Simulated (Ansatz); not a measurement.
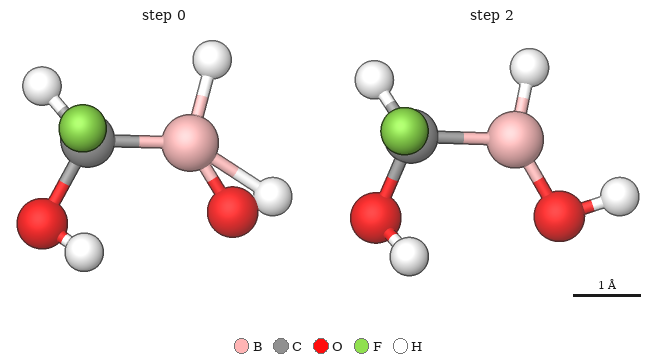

The structure of CH4BFO2 (multiplicity 3) before (left) and after (right) a relaxation, at one scale.

The picture is a ball-and-stick view, seen at a tilt.

Computed with UKS PBE0-d3bj/6-31++G** (Ansatz).

Input
```yaml
crystal:
  periodic: [false, false, false]
  atoms:
    - {symbol: B, position_ang: [-0.125362, -0.339470, -0.781056]}
    - {symbol: C, position_ang: [0.373035, 0.707738, 0.284773]}
    - {symbol: O, position_ang: [-0.834217, -1.311711, -0.503493]}
    - {symbol: O, position_ang: [-0.262131, 0.616567, 1.579016]}
    - {symbol: F, position_ang: [1.717179, 0.259951, 0.602034]}
    - {symbol: H, position_ang: [0.169289, 0.199902, -1.963283]}
    - {symbol: H, position_ang: [0.585106, 1.786584, 0.073465]}
    - {symbol: H, position_ang: [-0.903401, -1.592210, -1.093417]}
    - {symbol: H, position_ang: [-0.268097, -0.221062, 1.560740]}
basis:
  gaussian: {orbitals: "6-31++G**", fitting: {mean_field: cc-pVTZ-jkfit}}
magnetization: {spin_polarized: true, initial_magnetization: 2}
hamiltonian: {xc: {name: PBE0}, dispersion: d3bj}
relax: {f_tol: 0.0001, max_steps: 3}
```

Command:
```bash
ansatz run in.yaml --threads 2 --pin off --events-out ev --progress --plain --max-ram 4352MiB
```

Q: What changed between the two?

A: The relaxation stopped without meeting its thresholds, so the last structure isn't shown to be converged. The input was poor on purpose: steps. The atom that moves furthest after the best rigid fit is H8 (0.29 Å). Largest moves by element: H 0.29 Å, O 0.17 Å, F 0.13 Å, C 0.12 Å, B 0.07 Å. Near-neighbour distances that change, for instance: B1–H8 1.507 → 1.814 Å, O3–H8 0.657 → 0.963 Å, B1–H6 1.332 → 1.155 Å, O4–H9 0.838 → 0.961 Å. Bond angles that change, for instance: B1–C2–H7 124.9° → 115.3°, B1–C2–O4 115.2° → 106.2°, C2–O4–H9 92.7° → 100.7°. Over 2 geometry steps the energy falls by 178.0 kcal/mol. The largest force component goes from 48 to 1.9 eV/Å.
